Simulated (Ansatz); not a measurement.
## Electronic structure of CH2AlFO (SMILES [CH]=[O+][AlH][F]) (charge +1, doublet) in real space

| atom | x (Å) | y (Å) | z (Å) |
| --- | --- | --- | --- |
| C | -0.1841 | -1.0006 | 0.0105 |
| Al | 0.0869 | 0.0334 | -2.8718 |
| F | 0.8516 | 1.4712 | -2.6416 |
| O | -0.3389 | -0.5216 | -1.0871 |
| H | -0.9332 | -0.9693 | 0.8535 |
| H | -0.4357 | -0.9798 | -3.9305 |

Geometry: PBE-D3(BJ)/def2-SVP.

Level of theory: isolated molecule in a Gaussian basis; Kohn-Sham density functional theory, functional PBE0 in Ansatz 0.2.0.

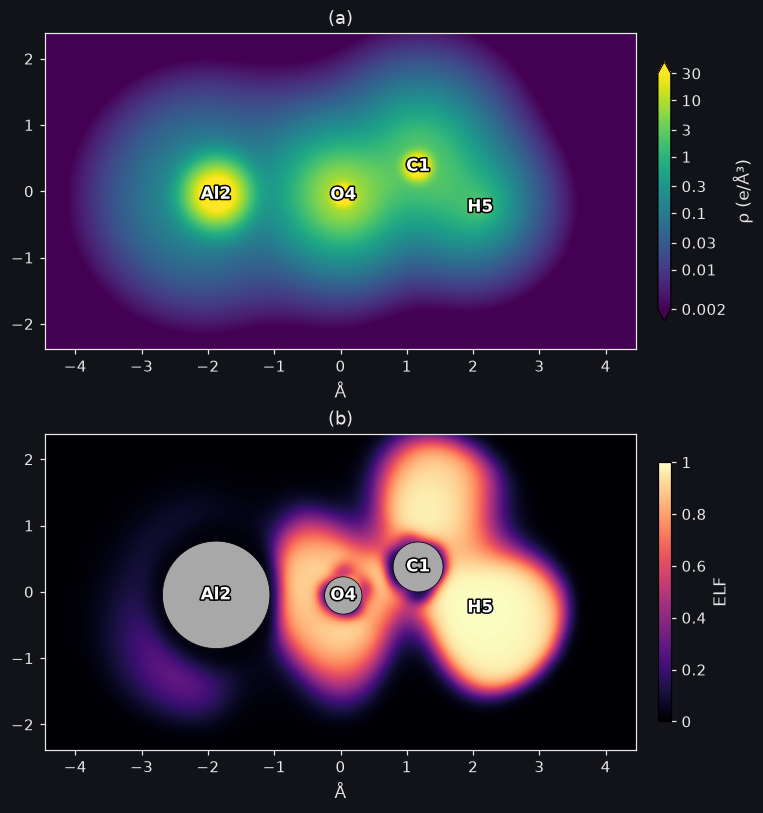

Figure 1. (a) total electron density; (b) ELF on the plane of atoms C1, O4 and Al2. Grey discs cover the atomic cores in the ELF map.

**Interpret the plot.**

- Atoms in the plane: C, Al, O and H.
- C–O (1.21 Å): ρ is about 3.3 e/Å³ halfway; the ELF peaks at about 0.85 between the atoms: a multiple bond.
- Al–O (1.92 Å): ρ is about 0.49 e/Å³ halfway; the ELF peaks at about 0.90 in the valence shell of O, 0.6 Å from its nucleus, and is about 0.45 at the midpoint.
- C–H (1.13 Å): ρ at the midpoint is about 2 e/Å³; the ELF climbs to about 1 towards the hydrogen, as it does in any bond to H: an ordinary covalent bond to hydrogen.
- The ELF also peaks beside O4 and C1, away from the bonds: non-bonding electrons, paired or unpaired.

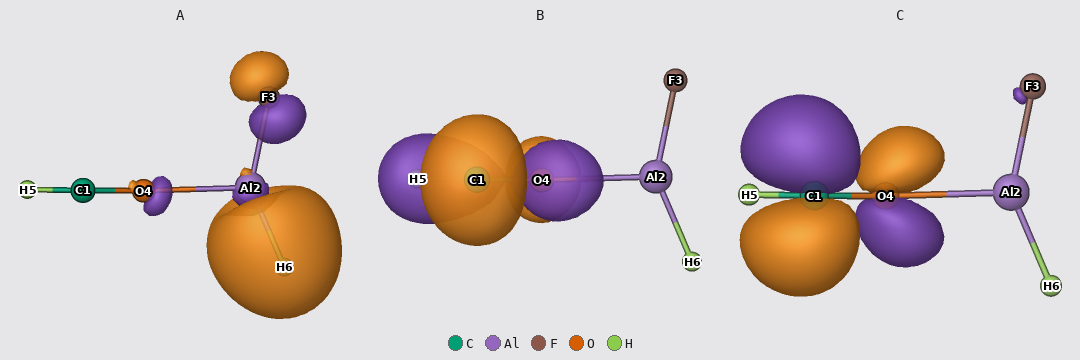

Figure 2. Three frontier orbitals at ±0.15 Å⁻³ᐟ² (orange and purple are the two phases), in no order.

**Which picture is the HOMO−1, the HOMO and the LUMO? All are α orbitals.**

A is the HOMO−1 (α) (−15.84 eV). Its weight (Hirshfeld) is mainly on H6 (about 45 %), Al2 (about 40 %) and F3 (about 10 %). B is the HOMO (α) (−13.80 eV). By Hirshfeld shares it lies mainly on C1 (about 55 %), O4 (about 30 %) and H5 (about 10 %). C is the LUMO (α) (−8.67 eV). It lies mainly on C1 (about 65 %), O4 (about 25 %) and H5 (about 5 %); π-antibonding (π*) across C1–O4.

**What is the gap between the highest occupied and lowest empty α orbitals?**

5.13 eV between the orbital energies.

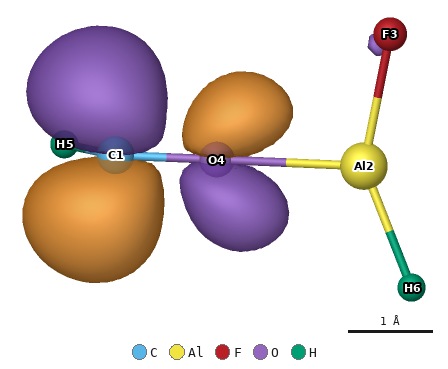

Figure 3. The LUMO (α) at ±0.15 Å⁻³ᐟ² (orange and purple are the two phases), seen at a tilt.

**What is the character of this orbital?**

By Hirshfeld shares it lies mainly on C1 (about 65 %), O4 (about 25 %) and H5 (about 5 %); π-antibonding (π*) across C1–O4. Its energy is −8.67 eV.
